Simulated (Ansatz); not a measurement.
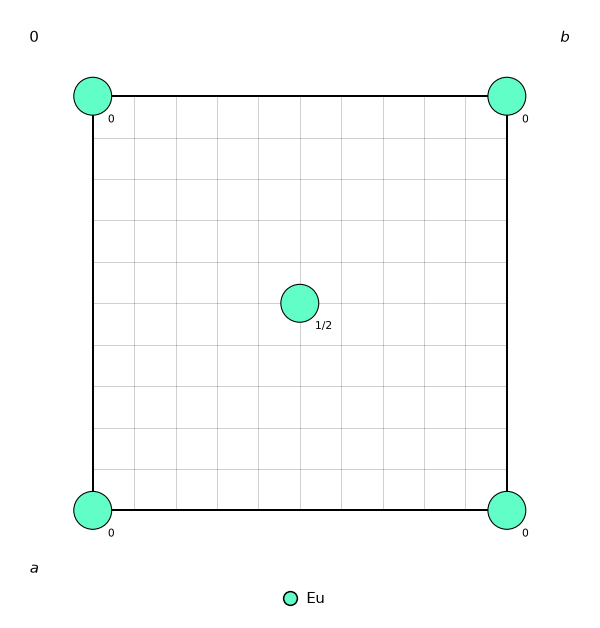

Plan of a unit cell projected along c (a down the page, b across); the numbers are heights as fractions of c, and atoms on the cell's edges are repeated. The grid marks tenths of a and b. Source: the input geometry of an electronic-structure calculation (not necessarily at equilibrium). All values are computed from the atomic coordinates in the standard setting (tolerance 0.002 Å).

a = 4.610 Å, b = 4.610 Å, c = 4.610 Å, α = 90.00°, β = 90.00°, γ = 90.00°.

**What does the cell contain?**

2 Eu: Eu, Z = 2.

**Give the fractional coordinates of all atoms, to two places.**

| atom | x | y | z |
| --- | --- | --- | --- |
| Eu | 0.00 | 0.00 | 0.00 |
| Eu | 0.50 | 0.50 | 0.50 |
